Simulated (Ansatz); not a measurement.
## H2CClF (P2_1): how ε∞ follows the gap

The empty bands of H2CClF (P2_1) are shifted up rigidly by Δ, and ε∞ along x is computed for each shift. x, y and z are the Cartesian axes of the input cell.

Cell: a, b, c = 5.021, 4.148, 6.768 Å (primitive vectors), 10 atoms.

Method: Ansatz 0.2.0, PBEsol, independent particles, k-mesh 6×6×4 with interpolation inside its cells, Gaussian parameter 0.1 eV.

Launch of the response step: `ansatz run input.yaml --threads 4 --pin off --max-ram 8192MiB --backend cpu --events-out ev --progress --plain --runs-dir out`. The series took 8.8 min in all, on 4 threads of Intel(R) Xeon(R) Processor @ 2.50GHz (Skylake/Cascade Lake) (shared host).

| Δ (eV) | ε∞ along x |
| --- | --- |
| 0.00 | ? |
| 0.40 | 2.573 |
| 0.80 | 2.519 |
| 1.20 | 2.469 |
| 1.60 | 2.422 |
| 2.00 | 2.379 |

With one effective transition at E₀ and fixed dipole strength, ε∞ − 1 = A/(E₀ + Δ), so 1/(ε∞ − 1) is linear in Δ.

Working, on the rows shown:

| x = Δ (eV) | y = 1/(ε∞ − 1) |
| --- | --- |
| 0.4 | 0.635728 |
| 0.8 | 0.658328 |
| 1.2 | 0.680735 |
| 1.6 | 0.703235 |
| 2 | 0.725163 |

Means: x̄ = 1.2, ȳ = 0.68064. Σ(x − x̄)(y − ȳ) = 0.08951, Σ(x − x̄)² = 1.6. Slope = 0.08951 / 1.6 = 0.05594; intercept = ȳ − slope · x̄ = 0.6135. Turned back into ε∞ along x, the line misses the rows shown by at most 0.00044.

Q: What does the fit predict for the withheld row, and how well does it do?

A: At x = 0 the line gives y = 0.6135, that is 2.630. The run gave 2.631, so the extrapolation is off by 0.001, 0.4 % of the range in the table.

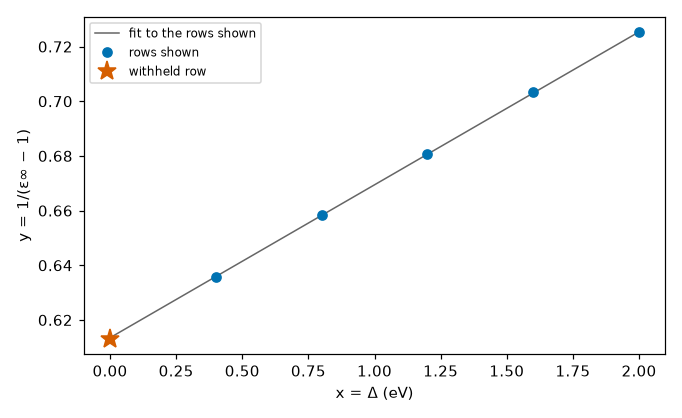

Refitted with all rows, the slope is 0.05608 and the intercept 0.6133. These give E₀ = intercept/slope = 10.9 eV, far above the least direct gap of 5.96 eV: most of the screening comes from transitions well over the edge. Over the first step ε∞ falls by 6 % per eV. Excitons are left out and so are local fields; PBEsol gaps are as a rule too small.
